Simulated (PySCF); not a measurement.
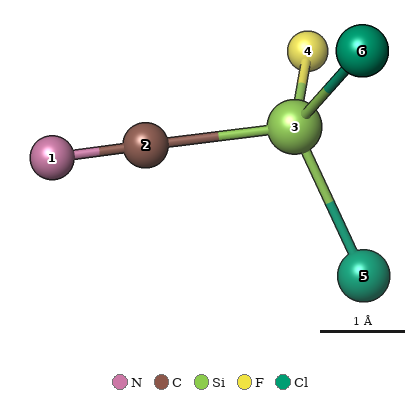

*The structure as given in the input (ball-and-stick view, seen at a tilt; atoms are numbered from 1 in the order of the input).*

**CCl2FNSi: single-point calculation**

- system: CCl2FNSi
- method: HF/def2-SVP, RHF (PySCF 2.14.0)

The geometry comes from this level: PBE0-D4/def2-TZVP.

## Input file (input.py)
```python
from pyscf import gto, scf

mol = gto.M(
    atom=[
    ('N', (1.752600, -1.361000, 1.114200)),
    ('C', (0.923100, -0.763300, 0.585900)),
    ('Si', (-0.381900, 0.210300, -0.249400)),
    ('F', (-1.471500, -0.801900, -0.758800)),
    ('Cl', (0.422900, 1.177100, -1.812500)),
    ('Cl', (-1.203100, 1.474700, 1.074300)),
],
    basis='def2-svp',
    charge=0,
    max_memory=1860,
    verbose=3,
)

calc0 = scf.RHF(mol)
calc0 = calc0.density_fit(auxbasis='cc-pvqz-jkfit')
calc0.conv_tol = 1e-10
calc0.kernel()
if not calc0.converged:
    calc0 = calc0.newton().run(calc0.mo_coeff, calc0.mo_occ)

e_tot = calc0.e_tot
print('Final energy', e_tot)
```

Hardware: 1 thread of Arm Neoverse V1, 24 GiB of memory available, shared host.

Launched with:
```bash
OMP_NUM_THREADS=1 python input.py
```

## Log
```
converged SCF energy = -1399.31822438049
Final energy -1399.3182243804872
```

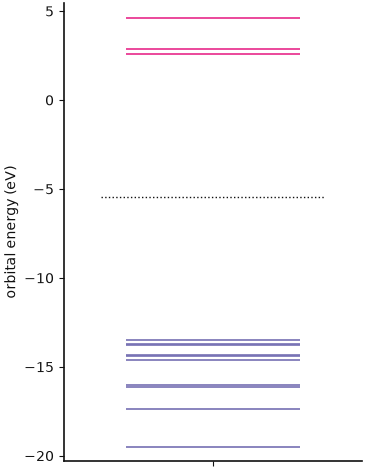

*Orbital energies near the frontier; the dotted line parts filled from empty levels, and levels within 0.02 eV of each other stand side by side.*

Highest filled −13.47 eV, lowest empty 2.59 eV, 16.06 eV apart.

## Summary

```json
{"quantity": "outcome", "value": "converged"}
{"quantity": "total energy", "value": "−1399.318224 hartree"}
{"quantity": "basis functions", "value": "96"}
{"quantity": "HOMO", "value": "−13.47 eV"}
{"quantity": "LUMO", "value": "2.59 eV"}
{"quantity": "dipole moment", "value": "2.14 D"}
{"quantity": "wall time", "value": "2.5 s"}
{"quantity": "peak memory", "value": "0.16 GiB"}
```
